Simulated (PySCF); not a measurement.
**Run report: C₄H₈OSi, geometry relaxation**

C₄H₈OSi, SMILES [SiH3]OC=C1CC1, computed with PBE0-D3(BJ)/def2-SVP geometry optimisation, gas phase (PySCF 2.14.0).

It belongs to a series of runs on one base structure; here: constitutional isomer.

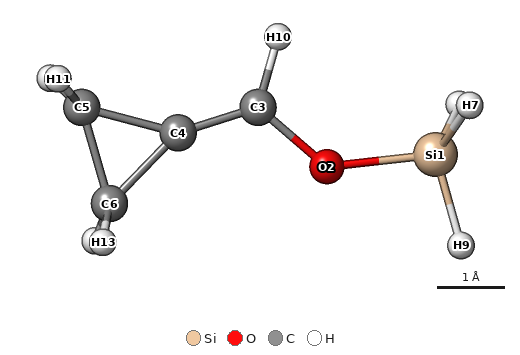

Fig. 1: The input geometry (ball-and-stick view, seen on its broad side; atoms are numbered from 1 in the order of the input). Bond lengths as drawn: C–C 1.26 to 1.50 Å, C–H 1.07 to 1.10 Å, C–O 1.37 Å, H–Si 1.42 to 1.49 Å and O–Si 1.64 Å.

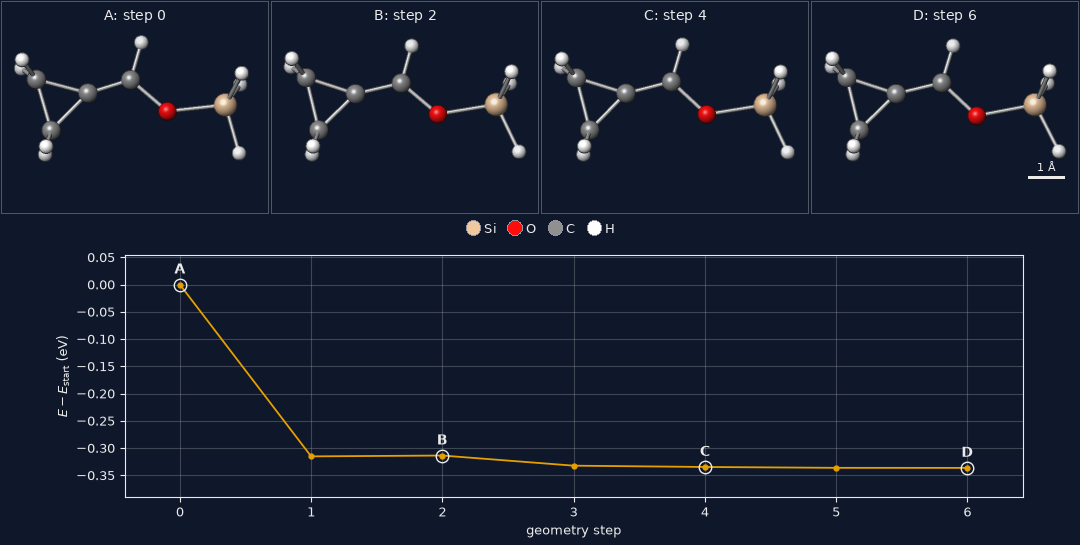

Fig. 2: Frames of the relaxation (ball-and-stick view, seen on its broad side) above the curves, on which the letters mark them (steps are counted from 0).

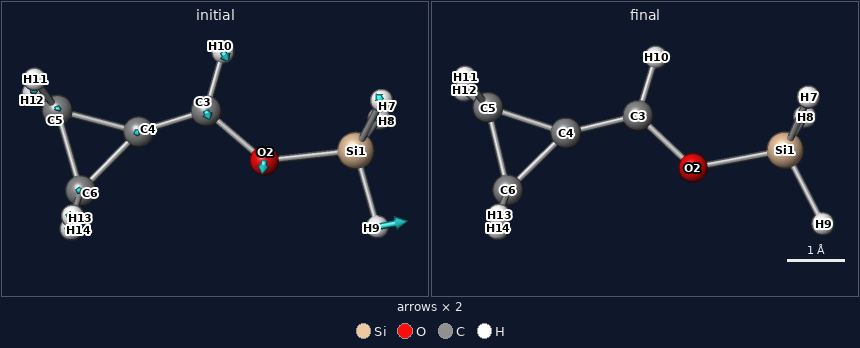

Fig. 3: Before (left) and after (right) the relaxation, at one scale (ball-and-stick view, seen on its broad side). The teal arrows give the displacements, magnified 2 times. Over 6 geometry steps the energy falls by 0.336 eV. The largest force component goes from 5.4 to 0.018 eV/Å. The largest move after the best rigid fit is that of H9, 0.28 Å. Largest moves by element: H 0.28 Å, O 0.13 Å, C 0.09 Å, Si 0.03 Å. Among the contacts that change: Si1–H9 1.421 → 1.486 Å, C3–C4 1.262 → 1.324 Å, Si1–H7 1.448 → 1.495 Å, C4–C5 1.501 → 1.461 Å. Among the angles that change: Si1–O2–C3 132.9° → 125.4°, O2–Si1–H9 99.4° → 105.8°, H7–Si1–H9 115.5° → 110.6°. (Atoms are counted from 1 in the order of the input.)

These pictures come from the run below.

### Input file
```
{"job": {"xc": "PBE0", "basis": "def2-SVP", "d3": "d3bj", "grid": 1, "shake": 0.01, "kind": "geom"}, "charge": 0, "multiplicity": 1}
Si     2.872380     0.535590     0.473970
O      1.337850     0.152920     0.026950
C      0.132280     0.243800     0.664490
C     -0.937300    -0.144690     0.119170
C     -2.423720    -0.321200     0.227580
C     -1.688000    -0.718810    -1.022610
H      3.274450    -0.183160     1.664730
H      2.960120     1.998400     0.765780
H      3.557200     0.174890    -0.717390
H      0.176620     0.659240     1.684730
H     -2.810390    -1.093000     0.897070
H     -3.041670     0.567030     0.212840
H     -1.591380    -1.767510    -1.237260
H     -1.825600    -0.118590    -1.902200
```

The first line tells a small driver script what to run in PySCF; the rest is the geometry in Å.

Launched with:
```bash
OMP_NUM_THREADS=1 python <driver script> task.json out
```

### Output
```
step   0  E = -521.24684048  max force = 0.105732
step   1  E = -521.25842418  max force = 0.015281
step   2  E = -521.25836733  max force = 0.010328
step   3  E = -521.25905116  max force = 0.005103
step   4  E = -521.25913909  max force = 0.001926
step   5  E = -521.25919709  max force = 0.000721
step   6  E = -521.25920079  max force = 0.000354
optimisation converged
```

### Trajectory as extended XYZ (Å, eV, eV/Å), 7 frames, from step=0 to step=6
```
14
Properties=species:S:1:pos:R:3:forces:R:3 step=0 energy=-14183.84899
Si    2.8724    0.5356    0.4740   -0.7314   1.0066   0.3477
O     1.3378    0.1529    0.0270   -1.0892  -0.2282  -0.0813
C     0.1323    0.2438    0.6645    4.3306   1.2833   1.8013
C    -0.9373   -0.1447    0.1192   -5.4370  -1.7079  -2.1458
C    -2.4237   -0.3212    0.2276    1.0466   0.0945   0.4326
C    -1.6880   -0.7188   -1.0226    0.4796   0.3405   0.8399
H     3.2744   -0.1832    1.6647    0.3908  -0.5254   0.7113
H     2.9601    1.9984    0.7658    0.1552   0.0708   0.0084
H     3.5572    0.1749   -0.7174    1.1140  -0.2949  -0.9618
H     0.1766    0.6592    1.6847   -0.1318  -0.0311  -0.1076
H    -2.8104   -1.0930    0.8971    0.0306  -0.1925   0.0001
H    -3.0417    0.5670    0.2128   -0.2594   0.4325  -0.1074
H    -1.5914   -1.7675   -1.2373    0.1628  -0.7668  -0.0956
H    -1.8256   -0.1186   -1.9022   -0.0615   0.5187  -0.6417
14
Properties=species:S:1:pos:R:3:forces:R:3 step=1 energy=-14184.16420
Si    2.5769    0.5549    0.6177    0.1245  -0.1078   0.0167
O     1.0217    0.1398    0.1765    0.1853  -0.0049  -0.0910
C    -0.1494    0.2232    0.8433   -0.7858  -0.2865  -0.4422
C    -1.2953   -0.1790    0.2854    0.5480   0.2281   0.4076
C    -2.7435   -0.3507    0.3970    0.0207   0.0888   0.0779
C    -1.9864   -0.7425   -0.8658   -0.0324  -0.0536  -0.2040
H     3.0206   -0.2246    1.8199   -0.0571   0.0623  -0.0446
H     2.6907    2.0144    0.9148   -0.0426   0.0161   0.0216
H     3.4386    0.2067   -0.5500   -0.0930   0.0308   0.0779
H    -0.1382    0.6335    1.8585    0.0921   0.0454   0.0846
H    -3.1375   -1.1532    1.0311    0.0013  -0.0150   0.0025
H    -3.3840    0.5396    0.3590    0.0074  -0.0322  -0.0123
H    -1.8716   -1.8118   -1.0872    0.0154   0.0539   0.0355
H    -2.1193   -0.1211   -1.7619    0.0162  -0.0255   0.0697
14
Properties=species:S:1:pos:R:3:forces:R:3 step=2 energy=-14184.16265
Si    2.5936    0.5640    0.6461    0.0434   0.0225   0.0714
O     1.0774    0.1175    0.1136   -0.2911  -0.2171  -0.4273
C    -0.1185    0.1858    0.7414   -0.0980   0.1962   0.5311
C    -1.2874   -0.1947    0.2419    0.4780  -0.0126  -0.2259
C    -2.7304   -0.3375    0.4223    0.0160   0.0245   0.0261
C    -2.0410   -0.7509   -0.8746   -0.0755  -0.0492  -0.0917
H     2.9739   -0.2052    1.8708   -0.0176   0.0091  -0.0011
H     2.6383    2.0249    0.9596   -0.0137  -0.0022   0.0067
H     3.5250    0.2479   -0.4684   -0.0222   0.0016   0.0062
H    -0.0873    0.5989    1.7584   -0.0321   0.0214   0.0737
H    -3.1086   -1.1302    1.0785    0.0097  -0.0026  -0.0032
H    -3.3570    0.5622    0.4066    0.0025  -0.0038  -0.0053
H    -1.9523   -1.8218   -1.0925    0.0008   0.0034   0.0204
H    -2.2022   -0.1317   -1.7651   -0.0002   0.0089   0.0190
14
Properties=species:S:1:pos:R:3:forces:R:3 step=3 energy=-14184.18126
Si    2.5692    0.5501    0.6283   -0.0072   0.0951   0.0837
O     1.0450    0.1094    0.1147   -0.0069  -0.0914  -0.1941
C    -0.1274    0.2004    0.7832    0.1879   0.1218   0.2624
C    -1.2767   -0.1848    0.2611   -0.1931  -0.0493  -0.1071
C    -2.7205   -0.3369    0.4168   -0.0189  -0.0250  -0.0117
C    -2.0080   -0.7427   -0.8715   -0.0176  -0.0061   0.0434
H     2.9514   -0.2117    1.8536    0.0216  -0.0219   0.0360
H     2.6116    2.0124    0.9382    0.0186  -0.0034   0.0035
H     3.4828    0.2285   -0.4941    0.0374  -0.0118  -0.0356
H    -0.0822    0.6151    1.8021   -0.0188  -0.0270  -0.0591
H    -3.1036   -1.1348    1.0641    0.0039   0.0030  -0.0082
H    -3.3537    0.5572    0.3919   -0.0085   0.0125  -0.0025
H    -1.9066   -1.8115   -1.0891    0.0021  -0.0258   0.0061
H    -2.1578   -0.1213   -1.7608   -0.0004   0.0294  -0.0168
14
Properties=species:S:1:pos:R:3:forces:R:3 step=4 energy=-14184.18365
Si    2.5682    0.5522    0.6308    0.0227   0.0397   0.0554
O     1.0485    0.1029    0.1038   -0.0135  -0.0548  -0.0991
C    -0.1222    0.1960    0.7793    0.0461   0.0366   0.0647
C    -1.2762   -0.1869    0.2583   -0.0602  -0.0048  -0.0220
C    -2.7211   -0.3348    0.4169   -0.0028  -0.0060  -0.0027
C    -2.0127   -0.7438   -0.8716   -0.0018  -0.0013   0.0108
H     2.9476   -0.2101    1.8594    0.0005  -0.0027   0.0033
H     2.6069    2.0140    0.9431    0.0011  -0.0037   0.0005
H     3.4939    0.2348   -0.4861    0.0056  -0.0029  -0.0052
H    -0.0748    0.6100    1.7963   -0.0039  -0.0051  -0.0075
H    -3.1053   -1.1314    1.0649    0.0008   0.0003  -0.0005
H    -3.3521    0.5614    0.3924    0.0011   0.0018   0.0006
H    -1.9154   -1.8138   -1.0877    0.0024  -0.0022   0.0024
H    -2.1620   -0.1213   -1.7612    0.0019   0.0052  -0.0008
14
Properties=species:S:1:pos:R:3:forces:R:3 step=5 energy=-14184.18523
Si    2.5639    0.5527    0.6376    0.0286   0.0025   0.0139
O     1.0577    0.0868    0.0769   -0.0313  -0.0081  -0.0024
C    -0.1104    0.1878    0.7605    0.0040  -0.0174  -0.0371
C    -1.2716   -0.1894    0.2485    0.0045   0.0148   0.0117
C    -2.7158   -0.3304    0.4210    0.0022   0.0030  -0.0029
C    -2.0219   -0.7431   -0.8738    0.0115   0.0020   0.0046
H     2.9228   -0.2049    1.8761   -0.0073   0.0026  -0.0106
H     2.5822    2.0146    0.9504   -0.0060  -0.0012  -0.0027
H     3.5174    0.2426   -0.4590   -0.0059   0.0008   0.0085
H    -0.0544    0.6017    1.7765   -0.0017   0.0050   0.0171
H    -3.0973   -1.1255    1.0723    0.0000   0.0010   0.0040
H    -3.3427    0.5689    0.4026    0.0021  -0.0022   0.0003
H    -1.9309   -1.8140   -1.0894   -0.0013   0.0056  -0.0056
H    -2.1754   -0.1188   -1.7617    0.0006  -0.0085   0.0013
14
Properties=species:S:1:pos:R:3:forces:R:3 step=6 energy=-14184.18533
Si    2.5623    0.5526    0.6399    0.0116   0.0014   0.0036
O     1.0600    0.0811    0.0708   -0.0163  -0.0036   0.0076
C    -0.1071    0.1837    0.7560    0.0074  -0.0054  -0.0182
C    -1.2698   -0.1904    0.2460   -0.0006   0.0105   0.0048
C    -2.7139   -0.3279    0.4213    0.0010  -0.0034  -0.0016
C    -2.0232   -0.7424   -0.8749    0.0071   0.0026   0.0057
H     2.9144   -0.2030    1.8810   -0.0023  -0.0002  -0.0031
H     2.5721    2.0147    0.9513   -0.0023  -0.0003  -0.0021
H     3.5235    0.2445   -0.4501   -0.0018  -0.0003   0.0034
H    -0.0490    0.5969    1.7726   -0.0015   0.0006   0.0052
H    -3.0956   -1.1219    1.0738   -0.0012   0.0010   0.0010
H    -3.3387    0.5728    0.4040    0.0010   0.0000  -0.0004
H    -1.9350   -1.8134   -1.0908   -0.0009   0.0016  -0.0042
H    -2.1767   -0.1181   -1.7626   -0.0013  -0.0045  -0.0017
```

### Summary

```tsv
quantity	value
outcome	converged
total energy	−521.259201 hartree
dipole moment	0.76 D
point group	Cs
hardware	1 CPU thread, shared host
wall time	72 s
peak memory	0.52 GiB
```
